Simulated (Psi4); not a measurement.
**BCl (SMILES [B]Cl) at M06-L/aug-cc-pVDZ (density fitting with def2-universal-jkfit, sweep point 3)**

What is the vertical ionisation energy of BCl at M06-L/aug-cc-pVDZ (density fitting with def2-universal-jkfit, sweep point 3)? The job is set up through a Python script.

The calculation is run with Psi4 1.11.

## (1) The molecule

The species is BCl (2 atoms), meant as a singlet with charge 0. As SMILES, `[B]Cl`. The shape is that of a PBE0-D4/def2-TZVP optimisation.

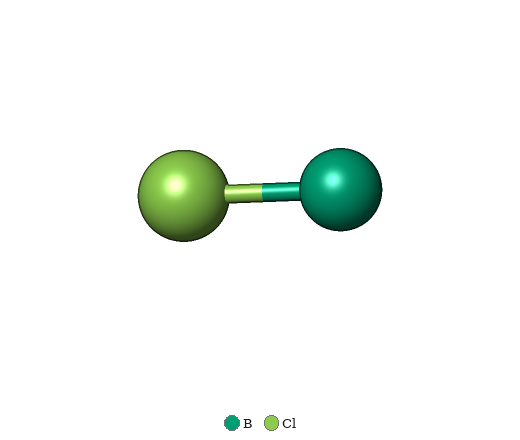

Viewed from a chosen angle; boron teal, chlorine green.

## (2) The energy at M06-L/aug-cc-pVDZ (density fitting with def2-universal-jkfit, sweep point 3)

File job.py:

```python
import psi4

psi4.set_memory(1600000000)
psi4.set_num_threads(1)
psi4.set_output_file('run.log', False)

m = psi4.geometry("""
0 1
B      0.000000     0.000000    -0.069660
Cl     0.000000     0.000000     1.648190
units angstrom
symmetry c1
""")

psi4.set_options({
    'puream': True,
    'scf_type': 'df',
    'dft_radial_points': 99,
    'dft_spherical_points': 590,
    'df_basis_scf': 'def2-universal-jkfit',
})

e_tot = psi4.energy('m06-l/aug-cc-pVDZ', molecule=m)
print('E =', round(e_tot, 9))
```

On the command line:

```
python job.py
```

run.log:

```text
[...]
  Running in c1 symmetry.
[...]
  Nuclear repulsion =   26.183929276100940
[...]
  Multiplicity = 1
[...]
  Nalpha       = 11
  Nbeta        = 11
[...]
    Number of basis functions: 50
[...]
   @DF-RKS iter   1:  -484.93751229684341   -2.19838e-01   4.94145e-03 ADIIS/DIIS
[...]
   @DF-RKS iter   7:  -484.98303862435841   -3.50435e-08   3.69749e-07 DIIS
[...]
    Orbital Energies [Eh]
    ---------------------
    Doubly Occupied:
       1A   -101.241559     2A     -9.465818     3A     -7.169229
       4A     -7.165063     5A     -7.165063     6A     -6.753652
       7A     -0.859050     8A     -0.484658     9A     -0.369793
      10A     -0.369793    11A     -0.239627
[...]
  @DF-RKS Final Energy:  -484.98303862435841
   => Energetics <=
    Nuclear Repulsion Energy =             26.1839292761009403
    One-Electron Energy =                -719.4353530608671008
    Two-Electron Energy =                 240.4735746875813902
    DFT Exchange-Correlation Energy =     -32.2051895271736015
    Empirical Dispersion Energy =           0.0000000000000000
    VV10 Nonlocal Energy =                  0.0000000000000000
    Total Energy =                       -484.9830386243584144
[...]
 Multipole Moments:
 ------------------------------------------------------------------------------------
     Multipole            Electronic (a.u.)      Nuclear  (a.u.)        Total (a.u.)
 ------------------------------------------------------------------------------------
 L = 1.  Multiply by 2.5417464519 to convert [e a0] to [Debye]
 Dipole X            :         -0.0000000            0.0000000           -0.0000000
 Dipole Y            :          0.0000000            0.0000000            0.0000000
 Dipole Z            :         -0.2442038            0.8694190            0.6252152
 Magnitude           :                                                    0.6252152
[...]
```

Standard output:

```text
E = -484.983038624
```

Wall time 6.3 s (1 thread of Intel Xeon Platinum 8488C (Sapphire Rapids), shared host); peak memory 0.65 GiB.

## (3) The doublet cation, same level

File job.py:

```python
import psi4

psi4.set_memory(1600000000)
psi4.set_num_threads(1)
psi4.set_output_file('run.log', False)

molecule = psi4.geometry("""
1 2
B      0.000000     0.000000    -0.069660
Cl     0.000000     0.000000     1.648190
symmetry c1
""")

psi4.set_options({
    'reference': 'uks',
    'puream': True,
    'scf_type': 'df',
    'dft_radial_points': 99,
    'dft_spherical_points': 590,
    'df_basis_scf': 'def2-universal-jkfit',
    'maxiter': 100,
})

e, wfn = psi4.energy("m06-l/aug-cc-pVDZ", return_wfn=True)
print('E =', round(e, 9))
for k, v in sorted(psi4.core.scalar_variables().items()):
    print(f'{k:45s} {v:18.10f}')
```

On the command line:

```
python job.py
```

run.log:

```text
[...]
  Running in c1 symmetry.
[...]
  Nuclear repulsion =   26.183929276100940
[...]
  Multiplicity = 2
[...]
  Nalpha       = 11
  Nbeta        = 10
[...]
    Number of basis functions: 50
[...]
   @DF-UKS iter   1:  -484.60438777989032    1.13287e-01   2.84681e-03 DIIS/ADIIS
[...]
   @DF-UKS iter  10:  -484.62017470081264   -4.31675e-09   2.19763e-07 DIIS
[...]
   @S^2 Observed:                7.590209941E-01
[...]
    Orbital Energies [Eh]
    ---------------------
    Alpha Occupied:
       1A   -101.544497     2A     -9.762024     3A     -7.469438
       4A     -7.460264     5A     -7.460264     6A     -7.144042
       7A     -1.138995     8A     -0.774679     9A     -0.638031
      10A     -0.638031    11A     -0.606517
    Alpha Virtual:
      12A     -0.413646    13A     -0.413646    14A     -0.206685
      15A     -0.154835    16A     -0.116057    17A     -0.114791
      18A     -0.114791    19A     -0.079052    20A     -0.047355
      21A     -0.047354    22A     -0.044028    23A     -0.044028
      24A      0.002197    25A      0.014922    26A      0.014922
[...]
  @DF-UKS Final Energy:  -484.62017470081264
   => Energetics <=
    Nuclear Repulsion Energy =             26.1839292761009403
    One-Electron Energy =                -712.8381559152933278
    Two-Electron Energy =                 233.9555123187968206
    DFT Exchange-Correlation Energy =     -31.9214603804170451
    Empirical Dispersion Energy =           0.0000000000000000
    VV10 Nonlocal Energy =                  0.0000000000000000
    Total Energy =                       -484.6201747008126404
[...]
 Multipole Moments:
 ------------------------------------------------------------------------------------
     Multipole            Electronic (a.u.)      Nuclear  (a.u.)        Total (a.u.)
 ------------------------------------------------------------------------------------
 L = 1.  Multiply by 2.5417464519 to convert [e a0] to [Debye]
 Dipole X            :         -0.0000000            0.0000000           -0.0000000
 Dipole Y            :         -0.0000000            0.0000000           -0.0000000
 Dipole Z            :         -2.1971729            0.8694190           -1.3277538
 Magnitude           :                                                    1.3277538
[...]
```

On the terminal:

```text
E = -484.620174701
CURRENT ENERGY                                   -484.6201747008
CURRENT REFERENCE ENERGY                         -484.6201747008
DD SOLVATION ENERGY                                 0.0000000000
DFT FUNCTIONAL TOTAL ENERGY                      -484.6201747008
DFT TOTAL ENERGY                                 -484.6201747008
DFT VV10 ENERGY                                     0.0000000000
DFT XC ENERGY                                     -31.9214603804
GRID ELECTRONS ALPHA                               10.9999999503
GRID ELECTRONS BETA                                 9.9999999477
GRID ELECTRONS TOTAL                               20.9999998980
NUCLEAR REPULSION ENERGY                           26.1839292761
ONE-ELECTRON ENERGY                              -712.8381559153
PCM POLARIZATION ENERGY                             0.0000000000
PE ENERGY                                           0.0000000000
SCF ITERATION ENERGY                             -484.6201747008
SCF ITERATIONS                                     10.0000000000
SCF TOTAL ENERGY                                 -484.6201747008
TWO-ELECTRON ENERGY                               233.9555123188
XC GRID RADIAL POINTS                              99.0000000000
XC GRID SPHERICAL POINTS                          590.0000000000
XC GRID TOTAL POINTS                           114916.0000000000
```

It took 9 s on 1 thread of Intel Xeon Platinum 8488C (Sapphire Rapids), shared host; peak memory 0.65 GiB.

## (4) Outcome

At M06-L/aug-cc-pVDZ (density fitting with def2-universal-jkfit, sweep point 3):

| quantity | value |
| --- | --- |
| singlet BCl: total energy | -484.98304 Eh |
| singlet BCl: dipole moment | 1.59 D |
| singlet BCl: HOMO energy | -6.52 eV |
| singlet BCl: LUMO energy | -2.59 eV |
| singlet BCl: HOMO–LUMO gap | 3.93 eV |
| doublet cation: total energy | -484.62017 Eh |
| doublet cation: HOMO energy (highest over α and β) | -16.50 eV |
| doublet cation: LUMO energy (lowest over α and β) | -15.04 eV |
| doublet cation: ⟨S²⟩ | 0.759 |
| vertical ionisation energy (to the doublet cation) | 9.874 eV |

In words: Removing an electron at fixed nuclei costs 9.87 eV (228 kcal/mol). −ε(HOMO) before ionisation, 6.52 eV, is 3.35 eV below this ionisation energy.
